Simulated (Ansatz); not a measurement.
## Two runs on C$_{3}$H$_{12}$AlAs

System: C$_{3}$H$_{12}$AlAs.
Method of run A: RKS B2PLYP (frozen core)/def2-TZVPP (Ansatz 0.2.0).

The geometry comes from this level: PBE0-D4/def2-TZVP. Text and figures count atoms from 1; the logs count them from 0 in places.

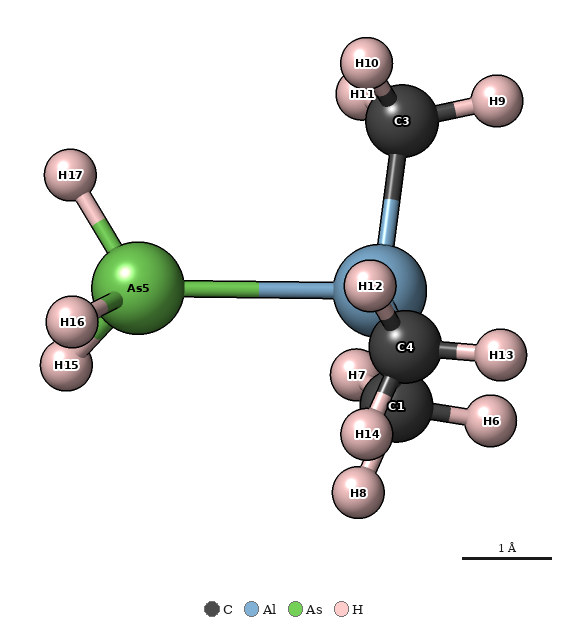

Fig. 1: The structure as given in the input (ball-and-stick view, seen at a tilt; atoms are numbered from 1 in the order of the input). Sticks mark near contacts. Bond lengths as drawn: Al–As 2.73 Å, Al–C 1.97 Å, As–H 1.51 Å and C–H 1.09 to 1.10 Å.

### The input, run A
```yaml
crystal:
  periodic: [false, false, false]
  atoms:
    - {symbol: C, position_ang: [-0.070577, 0.712369, -1.993466]}
    - {symbol: Al, position_ang: [0.399844, -0.234284, -0.327231]}
    - {symbol: C, position_ang: [1.957310, 0.397264, 0.706790]}
    - {symbol: C, position_ang: [-0.172188, -2.111057, -0.116836]}
    - {symbol: As, position_ang: [-1.523499, 0.886625, 1.251857]}
    - {symbol: H, position_ang: [0.605550, 0.405214, -2.800441]}
    - {symbol: H, position_ang: [0.022304, 1.799705, -1.906872]}
    - {symbol: H, position_ang: [-1.086073, 0.490930, -2.337181]}
    - {symbol: H, position_ang: [2.884225, 0.049757, 0.234825]}
    - {symbol: H, position_ang: [1.969755, 0.017657, 1.733517]}
    - {symbol: H, position_ang: [2.022718, 1.489003, 0.754273]}
    - {symbol: H, position_ang: [-0.126859, -2.456564, 0.920942]}
    - {symbol: H, position_ang: [0.488731, -2.769243, -0.693619]}
    - {symbol: H, position_ang: [-1.187722, -2.290935, -0.483939]}
    - {symbol: H, position_ang: [-2.510678, 1.877884, 0.681867]}
    - {symbol: H, position_ang: [-2.545955, 0.025100, 1.954958]}
    - {symbol: H, position_ang: [-1.145987, 1.710073, 2.460754]}
basis:
  gaussian: {orbitals: def2-TZVPP}
hamiltonian: {xc: {name: B2PLYP}}
```

Launched with:
```bash
ansatz run in.yaml --threads 8 --pin off --events-out ev --progress --plain --max-ram 20889MiB
```

Hardware: 8 threads of Intel Xeon @ 2.50GHz, 180 GiB of memory available, shared host.

### Output (run A)
```
Functional definition: B2PLYP
  parameter a = 0.53
  parameter c = 0.27
  exchange = (1 - a)*b88_x + a*exact_x
  correlation = (1 - c)*lyp_c + c*(mp2_os + mp2_ss)
2020 factors; integrals over basis functions are off by at most 1.2e-3 eV
mean field evaluation 1: about -70710.9589 eV, gradient 7.0e1 eV
mean field evaluation 2: about -70711.0453 eV, gradient 7.0e1 eV
mean field evaluation 4: about -70722.1307 eV, gradient 2.9e0 eV
mean field evaluation 8: about -70722.1647 eV, gradient 2.2e-1 eV
mean field evaluation 16: about -70722.1648 eV, gradient 2.0e-5 eV
mean field -70722.16479070 eV, -2598.9916188531 hartree, gradient 5.0e-6 eV, S^2 0.000000; 0 other end points of the search recorded, 0 dependent functions left out
17 core orbitals not correlated: weight in the atoms' cores, before any rotation towards them, 1.000 or more for the frozen orbitals, at most 0.000 for the correlated occupied ones
reference -70722.16502803 eV, -2598.9916275750 hartree; 21, 21 occupied and 313, 313 virtual orbitals, 2020 factors
second order -30.35955351 eV of doubles, -0.00000000 eV of singles
Total energy: -70730.36210748 eV, -2599.2928646885 hartree
```

For run B the input was changed thus:
```diff
-  gaussian: {orbitals: def2-TZVPP}
-hamiltonian: {xc: {name: B2PLYP}}
+  gaussian: {orbitals: cc-pVTZ}
+hamiltonian: {xc: {name: wB97X}}
+output: {forces: true}
```

How does run B compare with run A?

The total energies belong to different models, so their difference says nothing on which is more stable or more accurate. The functional changes from B2PLYP to wB97X. The basis functions go from 351 to 335.

### Output (run B)
```
Functional definition: wB97X
  parameter omega = 0.3/bohr
  parameter cx = 0.157706
  parameter cx1 = 0.726479
  parameter cx2 = 1.04760
  parameter cx3 = -5.70635
  parameter cx4 = 13.2794
  parameter css1 = -4.33879
  parameter css2 = 18.2308
  parameter css3 = -31.7430
  parameter css4 = 17.2901
  parameter cos1 = 2.37031
  parameter cos2 = -11.3995
  parameter cos3 = 6.58405
  parameter cos4 = -3.78132
  exchange = spin_sum(e_x_unif_sr(omega)*poly(b97_u_x, 1 - cx, cx1, cx2, cx3, cx4)) + cx*exact_x_sr(omega)
      + exact_x_lr(omega)
  correlation = spin_sum(e_c_pw_same_spin*poly(b97_u_same, 1, css1, css2, css3, css4))
      + integral(e_c_pw_opposite_spin*poly(b97_u_opposite, 1, cos1, cos2, cos3, cos4))
1886 factors; their error is unknown
493 factors; integrals over basis functions are off by at most 8.7e-6 eV
mean field evaluation 1: about -70739.4543 eV, gradient 6.1e1 eV
mean field evaluation 2: about -70743.6193 eV, gradient 4.4e1 eV
mean field evaluation 4: about -70748.0568 eV, gradient 7.1e-1 eV
mean field evaluation 8: about -70748.3050 eV, gradient 3.3e-1 eV
mean field evaluation 16: about -70748.3051 eV, gradient 4.4e-5 eV
mean field -70748.30509333 eV, -2599.9522572564 hartree, gradient 4.4e-5 eV, S^2 0.000000; 0 other end points of the search recorded, 0 dependent functions left out
the calculation of the forces begins
reference -70748.30504818 eV, -2599.9522555972 hartree; 38, 38 occupied and 297, 297 virtual orbitals, 1886 factors
Total energy: -70748.30504818 eV, -2599.9522555972 hartree
Atom 0 at    -0.070577     0.712369    -1.993466 Å, force     0.011391     0.011238    -0.063482 eV/Å
Atom 1 at     0.399844    -0.234284    -0.327231 Å, force     0.101427    -0.058443    -0.083094 eV/Å
Atom 2 at     1.957310     0.397264     0.706790 Å, force     0.066024     0.002455     0.007235 eV/Å
Atom 3 at    -0.172188    -2.111057    -0.116836 Å, force     0.007631    -0.062738    -0.013140 eV/Å
Atom 4 at    -1.523499     0.886625     1.251857 Å, force    -0.292949     0.169377     0.239392 eV/Å
Atom 5 at     0.605550     0.405214    -2.800441 Å, force    -0.052422     0.034031     0.031108 eV/Å
Atom 6 at     0.022304     1.799705    -1.906872 Å, force    -0.009171    -0.048679    -0.017125 eV/Å
Atom 7 at    -1.086073     0.490930    -2.337181 Å, force     0.048506     0.019518     0.005224 eV/Å
Atom 8 at     2.884225     0.049757     0.234825 Å, force    -0.040426     0.032404     0.046714 eV/Å
Atom 9 at     1.969755     0.017657     1.733517 Å, force     0.011202     0.025019    -0.044647 eV/Å
Atom 10 at     2.022718     1.489003     0.754273 Å, force     0.008511    -0.051388     0.006442 eV/Å
Atom 11 at    -0.126859    -2.456564     0.920942 Å, force    -0.007630     0.003434    -0.052031 eV/Å
Atom 12 at     0.488731    -2.769243    -0.693619 Å, force    -0.052644     0.018470     0.041897 eV/Å
Atom 13 at    -1.187722    -2.290935    -0.483939 Å, force     0.047848    -0.005242     0.021280 eV/Å
Atom 14 at    -2.510678     1.877884     0.681867 Å, force     0.079134    -0.073344     0.023428 eV/Å
Atom 15 at    -2.545955     0.025100     1.954958 Å, force     0.081613     0.046058    -0.057806 eV/Å
Atom 16 at    -1.145987     1.710073     2.460754 Å, force    -0.008045    -0.062169    -0.091396 eV/Å
Dipole moment:    -0.459996     0.267866     0.377538 e Å
```

### The two runs side by side

| quantity | run A | run B |
| --- | --- | --- |
| outcome | converged | converged |
| total energy (hartree) | −2599.292865 | −2599.952256 |
| basis functions | 351 | 335 |
| dipole moment (D) | – | 3.13 |
| largest force (eV/Å) | – | 0.415 |
| wall time (shared host) | 15 s | 19 s |
